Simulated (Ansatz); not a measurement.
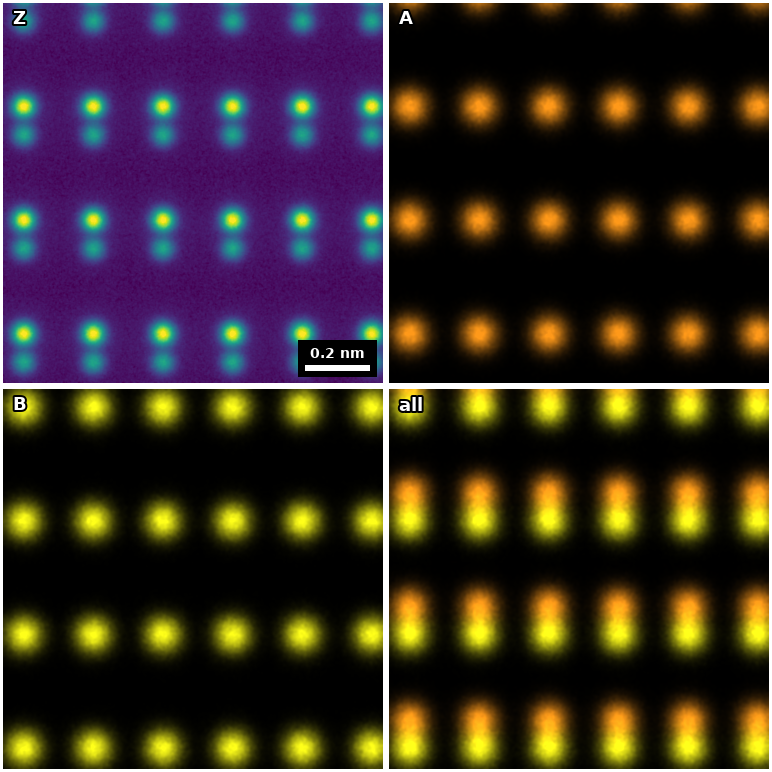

GaSb (F-43m, No. 216) along [211]. Panel Z: Simulation: incoherent imaging, intensity Z^1.8 per atom, probe width 0.50 Å, thin sample. The probe carries 15 % of its weight in a tail 2.5 times as wide. The display is stretched by a gamma of 0.65; percentages refer to the linear signal. Shot noise was added. The other panels are simulated element maps (the number of atoms of one element along the beam, blurred by 0.9 Å, with counting noise; each on its own scale, no channelling); the last overlays them. Structure used: the end point of a relaxation with Ansatz 0.2.0, DFT, PBE, plane waves, PAW; the starting structure was generated, so it need not be a known form of this composition.

```cif
data_structure
_symmetry_space_group_name_H-M 'F-43m'
_symmetry_Int_Tables_number 216
_cell_length_a 6.2181
_cell_length_b 6.2181
_cell_length_c 6.2181
_cell_angle_alpha 90.000
_cell_angle_beta 90.000
_cell_angle_gamma 90.000
_cell_volume 240.42
loop_
_atom_site_label
_atom_site_type_symbol
_atom_site_symmetry_multiplicity
_atom_site_Wyckoff_symbol
_atom_site_fract_x
_atom_site_fract_y
_atom_site_fract_z
_atom_site_occupancy
Ga1 Ga 4 a 0.00000 0.00000 0.00000 1
Sb1 Sb 4 d 0.25000 0.25000 0.75000 1
```

Question: Which element does each lettered map show?

Answer: A: Sb, B: Ga. The projected cell (2.20 × 3.59 Å, 90°) holds 2 columns: 1 of Ga and 1 of Sb. No column is shared by two of the mapped elements.
